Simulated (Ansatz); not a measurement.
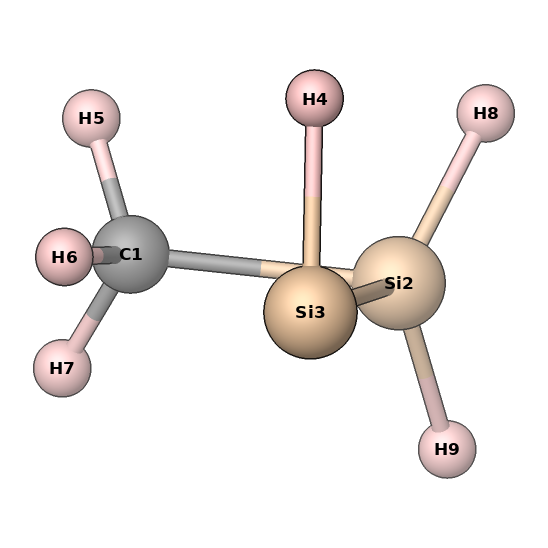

Si2 lies behind Si3. The molecule seen a little off the Si3–Si2 bond, Si3 in front. Distant atoms are faded towards the background colour. The geometry was computed by an optimisation with PBE0-D4/def2-TZVP. No frequency run is at hand to confirm it as a minimum.

> What is the torsion angle H4–Si3–Si2–C1? The sign is positive where the front bond must turn clockwise to cover the back bond.

−84°, about perpendicular.
